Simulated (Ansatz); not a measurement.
# AlN: a point defect seen from the nuclei (Ge on an Al site), part 3 of 3

How do the nuclei near a point defect see it? The defect is Ge on an Al site in AlN (cell charge +1), first unrelaxed. The cell is a supercell built from a structure deposited in the COD (the entry's cell lengths or inner coordinates differ somewhat from later room-temperature determinations). Planned: a single point, then a relaxation, then a check of dr2_threshold with symmetry.

Ansatz 0.2.0; DFT, PBE, plane-wave PAW, default files, scalar-relativistic, as far as a step names no other.

### 4 Trying other settings (scf.convergence.dr2_threshold = 1e-05, crystal.symmetry = detect: false)

The COD entry's cell or inner coordinates are ideal or old and differ from later refinements, so a difference from it is no clean test against experiment.

The input, input.yaml:

```yaml
crystal:
  lattice:
    - [9.339, 0.0, 0.0]
    - [-3.113, 5.391874164, 0.0]
    - [0.0, 0.0, 9.962]
  atoms:
    - { symbol: Ge, position: [0.1111111111, 0.3333333334, 0.0] }
    - { symbol: Al, position: [0.1111111111, 0.3333333334, 0.5] }
    - { symbol: Al, position: [0.1111111111, 0.8333333334, 0.0] }
    - { symbol: Al, position: [0.1111111111, 0.8333333334, 0.5] }
    - { symbol: Al, position: [0.4444444444, 0.3333333334, 0.0] }
    - { symbol: Al, position: [0.4444444444, 0.3333333334, 0.5] }
    - { symbol: Al, position: [0.4444444444, 0.8333333334, 0.0] }
    - { symbol: Al, position: [0.4444444444, 0.8333333334, 0.5] }
    - { symbol: Al, position: [0.7777777778, 0.3333333334, 0.0] }
    - { symbol: Al, position: [0.7777777778, 0.3333333334, 0.5] }
    - { symbol: Al, position: [0.7777777778, 0.8333333334, 0.0] }
    - { symbol: Al, position: [0.7777777778, 0.8333333334, 0.5] }
    - { symbol: Al, position: [0.2222222222, 0.1666666666, 0.25] }
    - { symbol: Al, position: [0.2222222222, 0.1666666666, 0.75] }
    - { symbol: Al, position: [0.2222222222, 0.6666666666, 0.25] }
    - { symbol: Al, position: [0.2222222222, 0.6666666666, 0.75] }
    - { symbol: Al, position: [0.5555555556, 0.1666666666, 0.25] }
    - { symbol: Al, position: [0.5555555556, 0.1666666666, 0.75] }
    - { symbol: Al, position: [0.5555555556, 0.6666666666, 0.25] }
    - { symbol: Al, position: [0.5555555556, 0.6666666666, 0.75] }
    - { symbol: Al, position: [0.8888888889, 0.1666666666, 0.25] }
    - { symbol: Al, position: [0.8888888889, 0.1666666666, 0.75] }
    - { symbol: Al, position: [0.8888888889, 0.6666666666, 0.25] }
    - { symbol: Al, position: [0.8888888889, 0.6666666666, 0.75] }
    - { symbol: "N", position: [0.1111111111, 0.3333333334, 0.19] }
    - { symbol: "N", position: [0.1111111111, 0.3333333334, 0.69] }
    - { symbol: "N", position: [0.1111111111, 0.8333333334, 0.19] }
    - { symbol: "N", position: [0.1111111111, 0.8333333334, 0.69] }
    - { symbol: "N", position: [0.4444444444, 0.3333333334, 0.19] }
    - { symbol: "N", position: [0.4444444444, 0.3333333334, 0.69] }
    - { symbol: "N", position: [0.4444444444, 0.8333333334, 0.19] }
    - { symbol: "N", position: [0.4444444444, 0.8333333334, 0.69] }
    - { symbol: "N", position: [0.7777777778, 0.3333333334, 0.19] }
    - { symbol: "N", position: [0.7777777778, 0.3333333334, 0.69] }
    - { symbol: "N", position: [0.7777777778, 0.8333333334, 0.19] }
    - { symbol: "N", position: [0.7777777778, 0.8333333334, 0.69] }
    - { symbol: "N", position: [0.2222222222, 0.1666666666, 0.44] }
    - { symbol: "N", position: [0.2222222222, 0.1666666666, 0.94] }
    - { symbol: "N", position: [0.2222222222, 0.6666666666, 0.44] }
    - { symbol: "N", position: [0.2222222222, 0.6666666666, 0.94] }
    - { symbol: "N", position: [0.5555555556, 0.1666666666, 0.44] }
    - { symbol: "N", position: [0.5555555556, 0.1666666666, 0.94] }
    - { symbol: "N", position: [0.5555555556, 0.6666666666, 0.44] }
    - { symbol: "N", position: [0.5555555556, 0.6666666666, 0.94] }
    - { symbol: "N", position: [0.8888888889, 0.1666666666, 0.44] }
    - { symbol: "N", position: [0.8888888889, 0.1666666666, 0.94] }
    - { symbol: "N", position: [0.8888888889, 0.6666666666, 0.44] }
    - { symbol: "N", position: [0.8888888889, 0.6666666666, 0.94] }
  symmetry: { detect: false }
total_charge: 1
kpoints:
  mp_grid: { grid: [3, 4, 2] }
scf:
  occupations: { method: fermi_dirac, width: 0.01 }
  convergence: { dr2_threshold: 1.0e-05 }
hamiltonian:
  xc: pbe
  pseudopotentials: { kind: paw }
output:
  forces: true
  stress: true
  populations: true
  efg:
    quadrupole_moments_barn: { Ge: -0.196, Al: 0.1466, "N": 0.02044 }
    contact_densities: true
```

Run with:

```bash
> ansatz run input.yaml --threads 1 --pin off --max-ram 3072MiB --backend cpu --events-out ev --progress --plain --runs-dir out
```

Standard output:

```text
Warning: scf.convergence.dr2_threshold = 1e-5 eV is looser than this run's default, which is 1e-7 eV or tighter. The error in the forces grows as the threshold's square root, so leave the key out unless less accurate forces are enough
[... 1 line left out ...]
Warning: RAYON_NUM_THREADS=1 ignored (pool sized by the plan → 1); use --threads N
Engine: ansatz 0.2.0, aarch64-unknown-linux-gnu
Pseudopotentials: kind: paw
Pseudopotential: Ge, paw, valence charge 14, recommended cutoff 420 eV (normal), Ge.paw.azcp
Pseudopotential: Al, paw, valence charge 3, recommended cutoff 420 eV (normal), Al.paw.azcp
Pseudopotential: N, paw, valence charge 5, recommended cutoff 420 eV (normal), N.paw.azcp
Functional definition: PBE
  parameter kappa = 0.804
  parameter beta = 0.06672455060314922
  exchange = pbe_x(kappa = kappa, mu = beta*pi^2/3)
  correlation = pbe_c(beta = beta)
Crystal: 48 atoms, lattice volume = 501.634 Å³
Basis set: ecut = 420 eV, 9817 PW (Γ), exchange–correlation on 128×90×144 points (8 copies of the dense FFT grid, shifted against one another)
Bands: 149, of which v1, the nominal top of the filled ones, is band 101 counted from 1 (100 counted from 0)
Symmetry: 1 space group operations
k-points: 14 of 24 (time reversal used)
Non-local potential: Ge, projectors of the file, l = 0: 2, l = 1: 2, l = 2: 3, l = 3: 1
Non-local potential: Al, projectors of the file, l = 0: 2, l = 1: 2, l = 2: 1
Non-local potential: N, projectors of the file, l = 0: 2, l = 1: 2, l = 2: 1
PAW form: soft (Blöchl's): semilocal exchange-correlation on the pseudo side does not see the compensation charge
PAW one-centre angular grid: Ge, 590 points (default); XC on 64 Gauss nodes
PAW one-centre angular grid: Al, 110 points (default); XC on 64 Gauss nodes
PAW one-centre angular grid: N, 110 points (default); XC on 64 Gauss nodes
Initial density: superposition of atomic densities (neutral atoms scaled as one to the charged cell's electrons: chi_scale 0, normalization atom), corrected by the library's trained network
Initial wavefunctions: pseudopotential atomic-orbital guess
Functional: x = pbe(κ = 0.804, μ = 0.2195149727645171), c = pbe(β = 0.06672455060314922)
SCF iter   1: F=—  HF=-25946.015367 eV  |F-HF|=—  |Δ(HF+E_count)|=         —  Δρ=7.28e-3  dr2=2.78e-1  ethr=1.77e-3  ⟨swp⟩=6.0  Hψ=9204  notcnv=0  defer=284
preconditioner: auto → Resta (q_TF=auto, 2.345 Å⁻¹)  ε∞=4.1  [insulator: Δε(μ)=3.573 eV  Ē_g=13.130 eV  σ=0.010 eV  W_gap=1.00  n_scr=102 (ndim 8)  ℏωp=23.0 eV  f_vac=0.000  D(μ)=0.00/eV (n_scr^D=0)  ε∞_Penn≈4.1]
SCF iter   2: F=—  HF=-25945.932714 eV  |F-HF|=—  |Δ(HF+E_count)|=   8.27e-2  Δρ=2.30e-3  dr2=3.93e-2  ethr=1.38e-4  ⟨swp⟩=2.1  Hψ=3912  notcnv=0  defer=584
SCF iter   3: F=—  HF=-25945.920396 eV  |F-HF|=—  |Δ(HF+E_count)|=   1.23e-2  Δρ=7.73e-4  dr2=4.53e-3  ethr=1.95e-5  ⟨swp⟩=3.0  Hψ=3055  notcnv=0  defer=584
SCF iter   4: F=—  HF=-25945.916414 eV  |F-HF|=—  |Δ(HF+E_count)|=   3.98e-3  Δρ=2.18e-4  dr2=4.20e-4  ethr=2.24e-6  ⟨swp⟩=2.0  Hψ=3173  notcnv=0  defer=584
SCF iter   5: F=—  HF=-25945.916383 eV  |F-HF|=—  |Δ(HF+E_count)|=   3.11e-5  Δρ=8.20e-5  dr2=5.02e-5  ethr=2.08e-7  ⟨swp⟩=2.2  Hψ=2990  notcnv=0  defer=584
SCF iter   6: F=-25945.916381 eV  HF=-25945.916381 eV  |F-HF|=1.03e-7  |Δ(HF+E_count)|=   2.11e-6  Δρ=1.22e-5  dr2=9.55e-7  ethr=4.95e-9  ⟨swp⟩=14.8  Hψ=12272  notcnv=0
SCF 1 converged in 6 iterations: F = -25945.916381 eV  dr2 = 9.55e-7
SCF converged after 6 iterations
Free energy (F): -25945.916381 eV
Harris-Foulkes:  -25945.916381 eV  (|F-HF|=1.03e-7)
Internal energy: -25945.916381 eV  (E = F + TS)
E sigma→0 (E₀):  -25945.916381 eV
Fermi energy:    9.145593 eV
--- Per-component energies (eV) ---
[... 15 lines left out ...]
--- Forces (eV/Å), atoms counted from 1 ---
  atom   1  Ge    -0.10760044    -0.05110710     0.05953819
  atom   2  Al    -0.02091791    -0.01153952    -0.05149635
  atom   3  Al    -0.68991802    -0.40595108     0.39556923
  atom   4  Al    -0.07020811    -0.04108428    -0.23763328
  atom   5  Al     0.75578231     0.49853808     0.23977636
  atom   6  Al     0.08574225     0.05875490    -0.20611411
[... 42 lines left out ...]
  max |Σ_I F_I| component: 6.24e-4 eV/Å
--- Stress (GPa, compression-positive) ---
        5.318637      -0.028634      -0.008623
       -0.028633       5.344896      -0.004321
       -0.008623      -0.004315       7.079417
  P = ⅓ Tr σ = 5.9143 GPa (59.143 kbar)
--- PAW observables at the nuclei: V_zz in 10²¹ V/m², potentials from the cell's mean, atoms counted from 1 ---
  atom   1  Ge V_zz =    -0.374860   η = 0.3940   by run symmetry: not_imposed   C_q = +1.7766 MHz
            electrostatic potential = -4321.030378 V   contact ρ = 210224.995248 e/Å³
  atom   2  Al V_zz =    +0.450354   η = 0.0395   by run symmetry: not_imposed   C_q = +1.5964 MHz
            electrostatic potential = -1231.716578 V   contact ρ = 10081.464918 e/Å³
  atom   3  Al V_zz =    -0.522030   η = 0.0563   by run symmetry: not_imposed   C_q = -1.8505 MHz
            electrostatic potential = -1231.048322 V   contact ρ = 10081.527737 e/Å³
  atom   4  Al V_zz =    +0.414312   η = 0.1365   by run symmetry: not_imposed   C_q = +1.4686 MHz
            electrostatic potential = -1231.732852 V   contact ρ = 10081.459301 e/Å³
  atom   5  Al V_zz =    +0.479411   η = 0.1973   by run symmetry: not_imposed   C_q = +1.6994 MHz
            electrostatic potential = -1231.302750 V   contact ρ = 10081.479248 e/Å³
  atom   6  Al V_zz =    +0.358949   η = 0.3414   by run symmetry: not_imposed   C_q = +1.2724 MHz
            electrostatic potential = -1231.804431 V   contact ρ = 10081.458788 e/Å³
  atom   7  Al V_zz =    +0.529034   η = 0.3102   by run symmetry: not_imposed   C_q = +1.8753 MHz
            electrostatic potential = -1231.334024 V   contact ρ = 10081.502856 e/Å³
  atom   8  Al V_zz =    +0.356820   η = 0.3556   by run symmetry: not_imposed   C_q = +1.2648 MHz
            electrostatic potential = -1231.806034 V   contact ρ = 10081.459246 e/Å³
  atom   9  Al V_zz =    +0.405400   η = 0.2724   by run symmetry: not_imposed   C_q = +1.4371 MHz
            electrostatic potential = -1231.284039 V   contact ρ = 10081.454609 e/Å³
  atom  10  Al V_zz =    +0.356011   η = 0.2865   by run symmetry: not_imposed   C_q = +1.2620 MHz
            electrostatic potential = -1231.802379 V   contact ρ = 10081.456429 e/Å³
  atom  11  Al V_zz =    +0.442962   η = 0.2614   by run symmetry: not_imposed   C_q = +1.5702 MHz
            electrostatic potential = -1231.312409 V   contact ρ = 10081.463490 e/Å³
  atom  12  Al V_zz =    +0.352696   η = 0.2883   by run symmetry: not_imposed   C_q = +1.2502 MHz
            electrostatic potential = -1231.803902 V   contact ρ = 10081.456625 e/Å³
  atom  13  Al V_zz =    +0.430785   η = 0.5214   by run symmetry: not_imposed   C_q = +1.5270 MHz
            electrostatic potential = -1231.410730 V   contact ρ = 10081.516428 e/Å³
  atom  14  Al V_zz =    +0.908887   η = 0.1398   by run symmetry: not_imposed   C_q = +3.2218 MHz
            electrostatic potential = -1231.435922 V   contact ρ = 10081.530721 e/Å³
  atom  15  Al V_zz =    +0.433101   η = 0.5337   by run symmetry: not_imposed   C_q = +1.5352 MHz
            electrostatic potential = -1231.413577 V   contact ρ = 10081.517663 e/Å³
  atom  16  Al V_zz =    +0.906274   η = 0.1423   by run symmetry: not_imposed   C_q = +3.2125 MHz
            electrostatic potential = -1231.438046 V   contact ρ = 10081.530789 e/Å³
  atom  17  Al V_zz =    -0.066389   η = 0.9740   by run symmetry: not_imposed   C_q = -0.2353 MHz
            electrostatic potential = -1231.668973 V   contact ρ = 10081.434373 e/Å³
  atom  18  Al V_zz =    +0.409432   η = 0.0281   by run symmetry: not_imposed   C_q = +1.4513 MHz
            electrostatic potential = -1231.694340 V   contact ρ = 10081.466607 e/Å³
  atom  19  Al V_zz =    +0.083154   η = 0.3216   by run symmetry: not_imposed   C_q = +0.2948 MHz
            electrostatic potential = -1231.688271 V   contact ρ = 10081.450008 e/Å³
  atom  20  Al V_zz =    +0.389172   η = 0.0151   by run symmetry: not_imposed   C_q = +1.3795 MHz
            electrostatic potential = -1231.706844 V   contact ρ = 10081.467907 e/Å³
  atom  21  Al V_zz =    +0.490786   η = 0.5244   by run symmetry: not_imposed   C_q = +1.7397 MHz
            electrostatic potential = -1231.470088 V   contact ρ = 10081.528230 e/Å³
  atom  22  Al V_zz =    +0.883257   η = 0.1787   by run symmetry: not_imposed   C_q = +3.1309 MHz
            electrostatic potential = -1231.482012 V   contact ρ = 10081.529334 e/Å³
  atom  23  Al V_zz =    -0.115805   η = 0.8245   by run symmetry: not_imposed   C_q = -0.4105 MHz
            electrostatic potential = -1231.658929 V   contact ρ = 10081.465504 e/Å³
  atom  24  Al V_zz =    +0.415849   η = 0.2103   by run symmetry: not_imposed   C_q = +1.4741 MHz
            electrostatic potential = -1231.672624 V   contact ρ = 10081.475741 e/Å³
  atom  25  N  V_zz =    +4.089138   η = 0.0298   by run symmetry: not_imposed   C_q = +2.0210 MHz
            electrostatic potential = -515.895735 V   contact ρ = 1413.208907 e/Å³
  atom  26  N  V_zz =    +0.240187   η = 0.3002   by run symmetry: not_imposed   C_q = +0.1187 MHz
            electrostatic potential = -516.877691 V   contact ρ = 1412.635282 e/Å³
  atom  27  N  V_zz =    -0.358250   η = 0.8605   by run symmetry: not_imposed   C_q = -0.1771 MHz
            electrostatic potential = -516.784666 V   contact ρ = 1412.640878 e/Å³
  atom  28  N  V_zz =    +0.296284   η = 0.6444   by run symmetry: not_imposed   C_q = +0.1464 MHz
            electrostatic potential = -516.917997 V   contact ρ = 1412.660575 e/Å³
  atom  29  N  V_zz =    +0.256909   η = 0.4096   by run symmetry: not_imposed   C_q = +0.1270 MHz
            electrostatic potential = -516.928420 V   contact ρ = 1412.639294 e/Å³
  atom  30  N  V_zz =    +0.219086   η = 0.0917   by run symmetry: not_imposed   C_q = +0.1083 MHz
            electrostatic potential = -517.025910 V   contact ρ = 1412.649811 e/Å³
  atom  31  N  V_zz =    +0.243314   η = 0.4337   by run symmetry: not_imposed   C_q = +0.1203 MHz
            electrostatic potential = -516.936306 V   contact ρ = 1412.640863 e/Å³
  atom  32  N  V_zz =    +0.211782   η = 0.1218   by run symmetry: not_imposed   C_q = +0.1047 MHz
            electrostatic potential = -517.027948 V   contact ρ = 1412.651546 e/Å³
  atom  33  N  V_zz =    +0.228910   η = 0.5463   by run symmetry: not_imposed   C_q = +0.1131 MHz
            electrostatic potential = -516.929319 V   contact ρ = 1412.636457 e/Å³
  atom  34  N  V_zz =    +0.189635   η = 0.1940   by run symmetry: not_imposed   C_q = +0.0937 MHz
            electrostatic potential = -517.026143 V   contact ρ = 1412.646305 e/Å³
  atom  35  N  V_zz =    +0.230552   η = 0.4610   by run symmetry: not_imposed   C_q = +0.1139 MHz
            electrostatic potential = -516.938736 V   contact ρ = 1412.636901 e/Å³
  atom  36  N  V_zz =    +0.190830   η = 0.1766   by run symmetry: not_imposed   C_q = +0.0943 MHz
            electrostatic potential = -517.029731 V   contact ρ = 1412.646831 e/Å³
  atom  37  N  V_zz =    +0.344273   η = 0.3188   by run symmetry: not_imposed   C_q = +0.1702 MHz
            electrostatic potential = -517.038490 V   contact ρ = 1412.640375 e/Å³
  atom  38  N  V_zz =    +4.326586   η = 0.0816   by run symmetry: not_imposed   C_q = +2.1384 MHz
            electrostatic potential = -515.739062 V   contact ρ = 1413.139404 e/Å³
  atom  39  N  V_zz =    +0.345630   η = 0.3252   by run symmetry: not_imposed   C_q = +0.1708 MHz
            electrostatic potential = -517.039270 V   contact ρ = 1412.640807 e/Å³
  atom  40  N  V_zz =    +4.335589   η = 0.0758   by run symmetry: not_imposed   C_q = +2.1428 MHz
            electrostatic potential = -515.747976 V   contact ρ = 1413.143101 e/Å³
  atom  41  N  V_zz =    +0.067931   η = 0.8104   by run symmetry: not_imposed   C_q = +0.0336 MHz
            electrostatic potential = -517.166729 V   contact ρ = 1412.628914 e/Å³
  atom  42  N  V_zz =    +0.711157   η = 0.6710   by run symmetry: not_imposed   C_q = +0.3515 MHz
            electrostatic potential = -516.739511 V   contact ρ = 1412.663176 e/Å³
  atom  43  N  V_zz =    +0.067930   η = 0.6895   by run symmetry: not_imposed   C_q = +0.0336 MHz
            electrostatic potential = -517.168173 V   contact ρ = 1412.630023 e/Å³
  atom  44  N  V_zz =    +0.540502   η = 0.7851   by run symmetry: not_imposed   C_q = +0.2671 MHz
            electrostatic potential = -516.797552 V   contact ρ = 1412.642868 e/Å³
  atom  45  N  V_zz =    +0.331193   η = 0.2460   by run symmetry: not_imposed   C_q = +0.1637 MHz
            electrostatic potential = -517.069684 V   contact ρ = 1412.643024 e/Å³
  atom  46  N  V_zz =    +4.313144   η = 0.0789   by run symmetry: not_imposed   C_q = +2.1317 MHz
            electrostatic potential = -515.829083 V   contact ρ = 1413.187707 e/Å³
  atom  47  N  V_zz =    +0.089385   η = 0.2720   by run symmetry: not_imposed   C_q = +0.0442 MHz
            electrostatic potential = -517.140128 V   contact ρ = 1412.631298 e/Å³
  atom  48  N  V_zz =    -0.489061   η = 0.4637   by run symmetry: not_imposed   C_q = -0.2417 MHz
            electrostatic potential = -516.740678 V   contact ρ = 1412.638089 e/Å³
--- Band table (eV; the first three rows and the last of 14) ---
[... 4 lines left out ...]
--- Löwdin populations: 48 sites ---
  site symbol       q [e]
[... 48 lines left out ...]
  spilling = 0.007366 (of n_electrons = 202.000000)
```

It took 2.2 min on 1 thread of Arm Neoverse V2, shared host; peak memory 1.3 GiB.

State: gap on the mesh 3.62 eV, largest force 1.205 eV/Å, pressure 5.9 GPa.

Against step 2 (V_zz in 10²¹ V/m²; 13 of 48 rows, with the four largest changes of size):

| site | atoms | V_zz, PBE | V_zz, new settings | η, PBE | η, new settings |
| --- | --- | --- | --- | --- | --- |
| Ge | 1 | -0.37 | -0.37 | 0.39 | 0.39 |
| N25 | 25 | 4.09 | 4.09 | 0.03 | 0.03 |
| N46 | 46 | 4.31 | 4.31 | 0.08 | 0.08 |
| N40 | 40 | 4.34 | 4.34 | 0.08 | 0.08 |
| N38 | 38 | 4.33 | 4.33 | 0.08 | 0.08 |
| Al21 | 21 | 0.49 | 0.49 | 0.52 | 0.52 |
| Al22 | 22 | 0.88 | 0.88 | 0.18 | 0.18 |
| Al15 | 15 | 0.43 | 0.43 | 0.53 | 0.53 |
| Al16 | 16 | 0.91 | 0.91 | 0.14 | 0.14 |
| N26 | 26 | 0.24 | 0.24 | 0.30 | 0.30 |
| N29 | 29 | 0.26 | 0.26 | 0.41 | 0.41 |
| N44 | 44 | 0.54 | 0.54 | 0.79 | 0.79 |
| N42 | 42 | 0.71 | 0.71 | 0.67 | 0.67 |

The sizes of the gradients above 0.15 moved by less than 0.1 % at any site. The free energy stayed within 0.1 meV/atom. These settings are under the usual standard, though here the error is small.

### 5 Simulated spectra, from step 3

¹⁴N (I = 1, Q = 20.44 mb) in zero field: pure quadrupole lines, for atoms at rest. Strengths are squared matrix elements for a powder, against the strongest line of the same site.

| site | count | line (MHz) | strength |
| --- | --- | --- | --- |
| N46 | 1 | 0.055 | 1.00 |
| N46 | 1 | 1.44 | 1.00 |
| N46 | 1 | 1.49 | 1.00 |
| N40 | 1 | 0.068 | 1.00 |
| N40 | 1 | 1.44 | 1.00 |
| N40 | 1 | 1.50 | 1.00 |
| N38 | 1 | 0.080 | 1.00 |
| N38 | 1 | 1.43 | 1.00 |
| N38 | 1 | 1.51 | 1.00 |
| N25 | 1 | 0.009 | 1.00 |
| N25 | 1 | 1.40 | 1.00 |
| N25 | 1 | 1.41 | 1.00 |
| N26 | 1 | 0.004 | 1.00 |
| N26 | 1 | 0.005 | 1.00 |
| N26 | 1 | 0.009 | 1.00 |
| N41 | 1 | 0.010 | 1.00 |
| N41 | 1 | 0.010 | 1.00 |
| N41 | 1 | 0.019 | 1.00 |

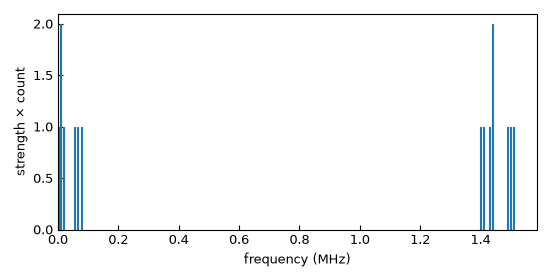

Stick spectrum of the ¹⁴N quadrupole resonances of the sites tabulated.

### 6 Summary of results

What follows sums up all 3 parts.

```
                                                                                                          quantity                                                                                                                                                                           value
                                                                                                    state (step 3)                                                                                                             gap on the mesh 3.87 eV, largest force 0.015 eV/Å, pressure 5.9 GPa
                                                                                  V_zz by site, step 3 (10²¹ V/m²)                                                                                             Ge 0.67, N46 3.96, N40 3.97, N38 3.97, N25 3.78, N26 0.018, Al15 0.88, Al13 0.87, …
                                                                                       largest C_Q in size, step 3                                                                                                                                                          3.44 MHz, ²⁷Al at Al21
                                                                              step 3 (ions relaxed) against step 2  76 % in the median, over a factor of two at the site that moves most (small gradients counted from 0.15; Al15, 0.43 to 0.88), with a change of sign at Ge, N29, N31 and others
step 4 (scf.convergence.dr2_threshold = 1e-05, crystal.symmetry = detect: false) against step 2, before relaxation                                                                                                                                    less than 0.1 % at any site; coarse settings
```

What this shows: Site N40 (1 Ge at 1.88 Å, 3 Al at 1.91–1.94 Å; also 1 Al at 3.10 Å) carries the largest gradient. The runs allow no spin. Moves of at most 0.04 Å on relaxation changed gradients by over a factor of two in size (gradients over 0.15 counted), so small moves matter. The ¹⁴N zero-field lines reach up to 1.51 MHz, for nuclei at rest; thermal motion mostly lowers such lines a little. The defect repeats with the cell of 48 atoms, so it feels its images: sites between two images don't show the values beside a lone defect, and zeros or small values of η there can come from the images' arrangement. Al and N carry a gradient in the pure host already, so the values there aren't the defect's effect alone. A uniform background compensates the cell's charge. The cell keeps the host's lattice, where the PBE pressure is 6 GPa (in a charged cell this depends on the convention for the mean potential).

These are semilocal Kohn-Sham gaps, which aren't the measured quantity. Such gaps usually fall short of the measured ones.
